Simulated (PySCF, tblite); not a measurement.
# C17H12B radical: spin distribution

Aim: compute the spin distribution of C17H12B radical (`[CH]1B2C=CC=CC2=Cc2cc3ccccc3cc21`).

Computed with tblite 0.8.0 and PySCF 2.14.0 and routines of our own; the level stands in each step. Atoms count from 0.

### Step 1. The starting structure

30 atoms, charge 0, multiplicity 2; geometry from: force field, distance geometry or constructed start.

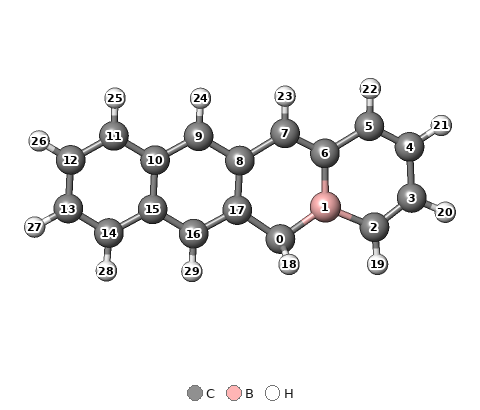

The starting geometry (carbon grey, boron pink, hydrogen white).

### Step 2. Optimising the geometry with GFN2-xTB

The job: settings as JSON, then the geometry in Å.

```
{"job": {"kind": "relax", "xc": "GFN2-xTB", "basis": "xTB"}, "charge": 0, "multiplicity": 2}
C      0.843300    -1.855200    -0.186700
B      2.302100    -1.244700    -0.269100
C      3.605300    -2.115100    -0.382900
C      4.799100    -1.516300    -0.311800
C      4.958200    -0.057600    -0.088900
C      3.906300     0.772400     0.041000
C      2.517500     0.276800    -0.020600
C      1.467200     1.089400     0.125000
C      0.066500     0.591800     0.032100
C     -0.988100     1.522600     0.103500
C     -2.320500     1.104000    -0.007100
C     -3.369700     2.034400     0.062600
C     -4.696900     1.609900    -0.041000
C     -4.980900     0.253300    -0.225200
C     -3.950400    -0.677900    -0.291500
C     -2.613400    -0.265900    -0.178100
C     -1.566500    -1.196200    -0.249700
C     -0.232300    -0.788800    -0.145000
H      0.759300    -2.490200     0.722400
H      3.528000    -3.182100    -0.524100
H      5.688900    -2.124800    -0.391900
H      5.959900     0.352300    -0.041000
H      4.097100     1.833600     0.207800
H      1.629400     2.140500     0.287200
H     -0.761000     2.578900     0.235400
H     -3.167800     3.090600     0.201700
H     -5.498300     2.332700     0.006100
H     -6.012700    -0.070900    -0.304700
H     -4.191100    -1.729500    -0.430600
H     -1.789300    -2.251000    -0.377500
```

Launch:

```bash
$ OMP_NUM_THREADS=1 python large_run.py task.json out
```

The driver reads the jobs from task.json and runs them one after another.

What it wrote:

```text
step      E/eV     max force
  0   -1187.04440    3.964
  1   -1187.50233    2.774
  2   -1187.71348    1.660
  3   -1187.90250    1.018
  4   -1187.99093    0.704
  5   -1188.02976    0.639
  6   -1188.06825    0.550
  7   -1188.11180    0.687
  8   -1188.15028    0.581
  9   -1188.17990    0.373
 10   -1188.20104    0.348
 11   -1188.21943    0.331
 12   -1188.24279    0.420
 13   -1188.26704    0.401
 14   -1188.28687    0.268
 15   -1188.30080    0.353
 16   -1188.30971    0.375
 17   -1188.31582    0.388
 18   -1188.32168    0.178
 19   -1188.32773    0.222
 20   -1188.33155    0.219
 21   -1188.33586    0.156
 22   -1188.33829    0.084
 23   -1188.34034    0.112
 24   -1188.34271    0.162
 25   -1188.34552    0.161
 26   -1188.34796    0.101
 27   -1188.34985    0.076
 28   -1188.35138    0.084
 29   -1188.35273    0.098
 30   -1188.35386    0.087
 31   -1188.35482    0.072
 32   -1188.35581    0.050
 33   -1188.35678    0.077
 34   -1188.35754    0.076
 35   -1188.35813    0.063
 36   -1188.35872    0.055
 37   -1188.35938    0.056
 38   -1188.35996    0.048
 39   -1188.36038    0.035
 40   -1188.36073    0.040
 41   -1188.36112    0.047
 42   -1188.36154    0.044
 43   -1188.36193    0.039
 44   -1188.36230    0.044
 45   -1188.36272    0.051
 46   -1188.36324    0.052
 47   -1188.36375    0.041
 48   -1188.36419    0.036
 49   -1188.36455    0.039
 50   -1188.36486    0.035
 51   -1188.36509    0.023
 52   -1188.36527    0.026
 53   -1188.36543    0.030
 54   -1188.36560    0.026
 55   -1188.36575    0.024
 56   -1188.36585    0.021
 57   -1188.36593    0.016
```

Run time: 1 s. Hardware: 1 thread of Arm Neoverse V1, shared host; peak memory 0.18 GiB.

Along the way:

| step | energy from step 0 (eV) | largest force (eV/Å) |
| --- | --- | --- |
| 0 | 0.0000 | 3.9634 |
| 1 | -0.4579 | 2.7744 |
| 2 | -0.6691 | 1.6604 |
| 3 | -0.8581 | 1.0180 |
| 4 | -0.9465 | 0.7046 |
| 5 | -0.9854 | 0.6397 |
| 6 | -1.0239 | 0.5492 |
| 7 | -1.0674 | 0.6869 |
| 8 | -1.1059 | 0.5810 |
| 12 | -1.1984 | 0.4196 |
| 16 | -1.2653 | 0.3747 |
| 20 | -1.2872 | 0.2191 |
| 24 | -1.2983 | 0.1615 |
| 28 | -1.3070 | 0.0846 |
| 32 | -1.3114 | 0.0506 |
| 36 | -1.3143 | 0.0552 |
| 40 | -1.3163 | 0.0403 |
| 44 | -1.3179 | 0.0441 |
| 48 | -1.3198 | 0.0362 |
| 53 | -1.3210 | 0.0298 |
| 54 | -1.3212 | 0.0260 |
| 55 | -1.3213 | 0.0242 |
| 56 | -1.3214 | 0.0212 |
| 57 | -1.3215 | 0.0169 |

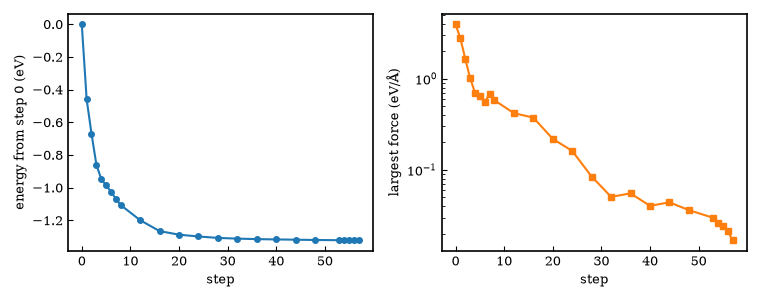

Energy and force, step by step.

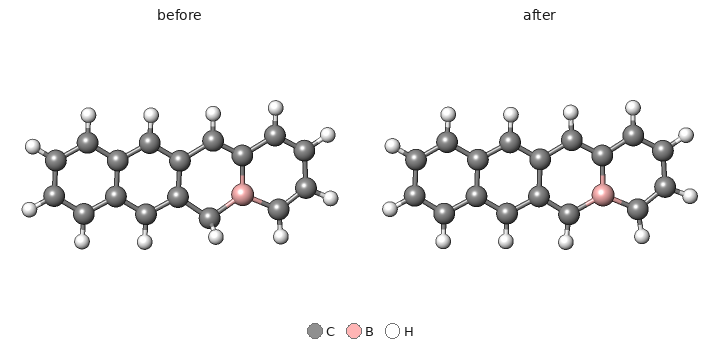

Before and after, at one scale.

Close pairs (by a distance rule), those that changed most:

```csv
bond,before (Å),after (Å),change (Å)
C0–C17,1.515,1.403,-0.112
C0–B1,1.584,1.517,-0.067
C7–C8,1.489,1.427,-0.062
C3–C4,1.484,1.423,-0.061
C5–C6,1.476,1.427,-0.049
B1–C2,1.571,1.524,-0.047
C6–C7,1.336,1.371,+0.035
C8–C9,1.408,1.380,-0.028
```

The final coordinates are the input of the step that follows.

### Step 3. Spin distribution: UKS B3LYP/def2-SVP

The job: settings as JSON, then the geometry in Å.

```
{"job": {"kind": "spin", "xc": "B3LYP", "basis": "def2-SVP", "grid": 1}, "charge": 0, "multiplicity": 2}
C      0.856952    -1.718566    -0.141219
B      2.302768    -1.261299    -0.119083
C      3.564504    -2.105094    -0.257496
C      4.777822    -1.482192    -0.245554
C      4.919951    -0.074672    -0.094114
C      3.859129     0.764919     0.043909
C      2.524467     0.260240     0.029123
C      1.443611     1.099613     0.117128
C      0.097983     0.628554     0.057893
C     -0.951673     1.523656     0.109855
C     -2.297408     1.119200     0.022450
C     -3.362738     2.037572     0.038498
C     -4.660107     1.609560    -0.074445
C     -4.948193     0.241659    -0.193846
C     -3.936320    -0.679408    -0.202114
C     -2.587878    -0.271256    -0.104027
C     -1.526683    -1.181926    -0.139935
C     -0.187532    -0.784260    -0.072150
H      0.553935    -2.756528    -0.223096
H      3.558550    -3.182854    -0.377371
H      5.694601    -2.052215    -0.353044
H      5.923872     0.329501    -0.091455
H      4.024054     1.830622     0.155960
H      1.577014     2.173221     0.213424
H     -0.740149     2.580363     0.210940
H     -3.139874     3.090663     0.134916
H     -5.469806     2.324428    -0.075208
H     -5.976745    -0.076508    -0.279598
H     -4.154100    -1.734036    -0.293775
H     -1.750820    -2.235824    -0.239054
```

With the program's defaults for keys left out, this is: UKS B3LYP/def2-SVP single point, non-relativistic, gas phase.

What it wrote:

```text
start: PBE on a coarse grid of 25625 points
cycle   1  E = -678.1812561915  dE =  2.726e+00  |g| = 5.312e-01  |ddm| = 5.531e+00
cycle   2  E = -677.2493693117  dE =  9.319e-01  |g| = 1.195e+00  |ddm| = 2.705e+00
cycle   3  E = -678.1676622971  dE = -9.183e-01  |g| = 4.952e-01  |ddm| = 2.370e+00
cycle   4  E = -678.3656325699  dE = -1.980e-01  |g| = 1.017e-01  |ddm| = 8.835e-01
cycle   5  E = -678.3639781552  dE =  1.654e-03  |g| = 1.176e-01  |ddm| = 2.925e-01
cycle   6  E = -678.3715295882  dE = -7.551e-03  |g| = 3.522e-02  |ddm| = 1.790e-01
cycle   7  E = -678.3722918504  dE = -7.623e-04  |g| = 1.504e-02  |ddm| = 6.702e-02
cycle   8  E = -678.3724298503  dE = -1.380e-04  |g| = 6.760e-03  |ddm| = 2.800e-02
final grid: 112714 points
cycle   9  E = -679.3942251529  dE = -6.435e-03  |g| = 2.491e-02  |ddm| = 3.000e-01
cycle  10  E = -679.3937879398  dE =  4.372e-04  |g| = 3.906e-02  |ddm| = 1.032e-01
cycle  11  E = -679.3947300746  dE = -9.421e-04  |g| = 9.811e-03  |ddm| = 6.327e-02
cycle  12  E = -679.3947999641  dE = -6.989e-05  |g| = 3.473e-03  |ddm| = 1.649e-02
cycle  13  E = -679.3948227362  dE = -2.277e-05  |g| = 2.655e-03  |ddm| = 1.127e-02
cycle  14  E = -679.3948345581  dE = -1.182e-05  |g| = 1.101e-03  |ddm| = 7.640e-03
cycle  15  E = -679.3948386713  dE = -4.113e-06  |g| = 9.853e-04  |ddm| = 6.032e-03
cycle  16  E = -679.3948399617  dE = -1.290e-06  |g| = 3.657e-04  |ddm| = 2.498e-03
cycle  17  E = -679.3948406368  dE = -6.750e-07  |g| = 2.767e-04  |ddm| = 1.533e-03
cycle  18  E = -679.3948400225  dE =  6.143e-07  |g| = 1.370e-04  |ddm| = 1.094e-03
cycle  19  E = -679.3948396761  dE =  3.463e-07  |g| = 1.017e-04  |ddm| = 6.465e-04
cycle  20  E = -679.3948410441  dE = -1.368e-06  |g| = 3.953e-05  |ddm| = 2.948e-04
converged SCF energy = -679.3948410441
<S^2> = 0.7794

atom   charge     spin (Mulliken)
  0 C    0.1437   0.4977
  1 B   -0.3217   0.0199
  2 C    0.1286  -0.0527
  3 C   -0.0161   0.1084
  4 C    0.0451  -0.0747
  5 C   -0.0034   0.1044
  6 C    0.1150  -0.0839
  7 C   -0.0506   0.2002
  8 C    0.1443   0.0018
  9 C   -0.0806   0.0551
 10 C    0.1133   0.0730
 11 C   -0.0117  -0.0252
 12 C    0.0402   0.0915
 13 C    0.0388  -0.0267
 14 C   -0.0060   0.0870
 15 C    0.1092  -0.0654
 16 C   -0.0568   0.2933
 17 C    0.0396  -0.1493
 18 H   -0.0202  -0.0203
 19 H   -0.0200   0.0017
 20 H   -0.0281  -0.0046
 21 H   -0.0325   0.0029
 22 H   -0.0438  -0.0044
 23 H   -0.0426  -0.0083
 24 H   -0.0401  -0.0025
 25 H   -0.0323   0.0008
 26 H   -0.0182  -0.0043
 27 H   -0.0185   0.0007
 28 H   -0.0315  -0.0038
 29 H   -0.0430  -0.0123

charge  mult   E - E0 / eV    <S^2>
   0     4       2.1892     3.774
   1     1       6.7638     0.043
  -1     1      -2.2211     0.000
```

Run time: 2 min. Hardware: 1 thread of Arm Neoverse V1, shared host; peak memory 0.58 GiB.

In short:

| quantity | value |
| --- | --- |
| ⟨S²⟩ | 0.779 |

Mulliken spin populations:

C0 0.50; B1 0.02; C2 -0.05; C3 0.11; C4 -0.07; C5 0.10; C6 -0.08; C7 0.20; C8 0.00; C9 0.06; C10 0.07; C11 -0.03; C12 0.09; C13 -0.03; C14 0.09; C15 -0.07; C16 0.29; C17 -0.15; H18 -0.02; H19 0.00; H20 0.00; H21 0.00; H22 0.00; H23 -0.01; H24 0.00; H25 0.00; H26 0.00; H27 0.00; H28 0.00; H29 -0.01

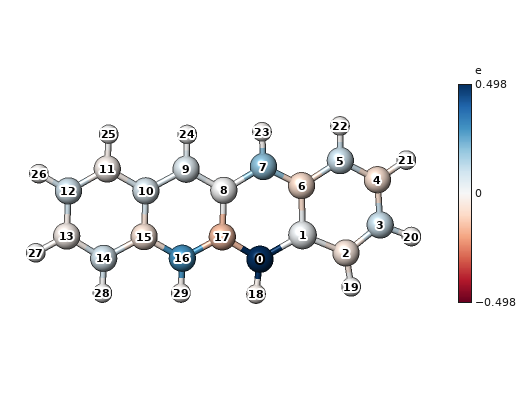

Mulliken spin populations, as colours on the atoms.

### Step 4. Summary of results

```
                         quantity                                     value
⟨S²⟩ (step 3, UKS B3LYP/def2-SVP)                                     0.779
           largest Mulliken spins  C0 +0.50, C16 +0.29, C7 +0.20, C17 -0.15
         charge 0, multiplicity 4                  +2.19 eV from this state
         charge 1, multiplicity 1                  +6.76 eV from this state
        charge -1, multiplicity 1                  -2.22 eV from this state
```

What this shows: The largest spin population, +0.50, lies on C0.
